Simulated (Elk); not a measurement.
Band structure of HgPd₅Se (P4/mmm, 7 atoms in the cell).

```
HgPd5Se
1.0
    4.04641     0.00000     0.00000
    0.00000     4.04641     0.00000
    0.00000     0.00000     7.12558
Hg Pd Se
1 5 1
Direct
  0.50000   0.50000   0.00000
  0.00000   0.00000   0.00000
  0.50000   0.00000   0.71339
  0.50000   0.00000   0.28661
  0.00000   0.50000   0.71339
  0.00000   0.50000   0.28661
  0.00000   0.00000   0.50000
```

Computed with PBEsol, all-electron FP-LAPW, Elk's shipped species files, LAPW+lo basis (Elk).

Settings: xctype = 22; rgkmax = 7.5; stype = 0; swidth = 0.00999582 Ha; ngridk = 6 6 3; gmaxvr = 16 1/bohr; nxoapwlo = 1; rmtscf = 0.9; maxscl = 100.

The starting cell comes from a database of computed structures (which also holds hypothetical and non-ambient phases and stackings), without a prior relaxation at this level. Spin-orbit coupling is off. Spin polarisation is off. Values depend on the basis (sphere radii, cutoffs, local orbitals), which need not be converged.

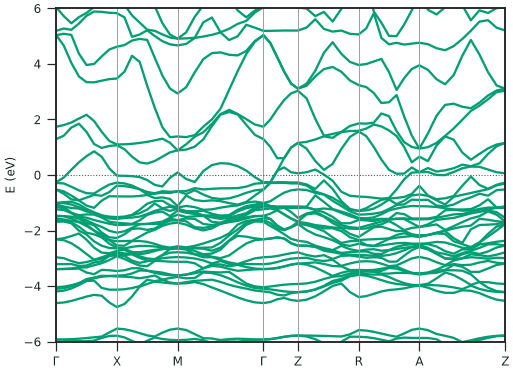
*Bands along the path, energies from the Fermi level.*

Levels in eV from the Fermi level, bands 59 to 66:
```
point     59     60     61     62     63    64    65    66
-----  -----  -----  -----  -----  -----  ----  ----  ----
Γ      -1.01  -0.52  -0.52  -0.29  -0.26  1.29  1.74  5.04
X      -1.51  -0.77  -0.38  -0.27  -0.02  1.07  1.10  3.48
M      -1.17  -1.12  -0.59  -0.59   0.09  0.89  0.89  1.39
Z      -0.52  -0.30  -0.27   0.06   1.16  1.16  3.03  3.11
R      -1.43  -1.30  -1.29  -0.78   1.57  1.59  1.86  3.24
A      -0.90  -0.70  -0.39   0.10   0.10  0.66  0.95  0.95
```

Bands cross the Fermi level along this path, so the cell is metallic at this level.
